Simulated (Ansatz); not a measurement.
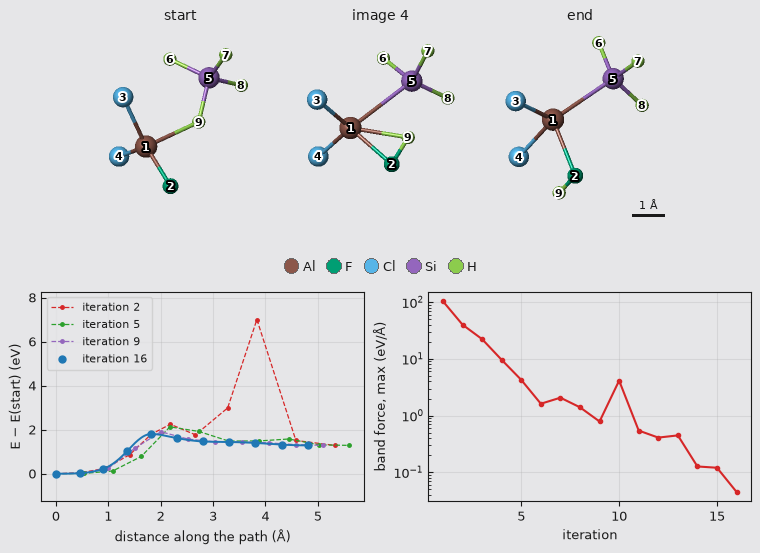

NEB run on AlSiH$_{4}$Cl$_{2}$F. Images are numbered from 0 (start) to 10 (end). The plot follows the band through its iterations. The picture is a ball-and-stick view, seen from a free direction.

All numbers below come from RKS PBE0-D4/6-31G* (Ansatz 0.2.0). Settings: 9 movable images; climbing image; force threshold 0.05 eV/Å; iteration limit 51; starting path through a guess of the saddle point.

Did the band converge, and can the barrier be trusted?

The result is final at these settings. The band converged in 16 iterations. The largest component of the band force went from 100 to 0.045 eV/Å. The climbing image converged on the top of the path. Its vibrational analysis gives one imaginary mode (751i cm⁻¹), as a transition state must have. The first iteration put the highest image at 16.04 eV. Forward barrier 1.80 eV, backward barrier 0.52 eV, with image 4 at the top; the reaction energy is +1.29 eV.

The run took 8.3 min on 2 threads of Arm Neoverse V1, with other jobs on the host, peak memory 0.23 GiB.
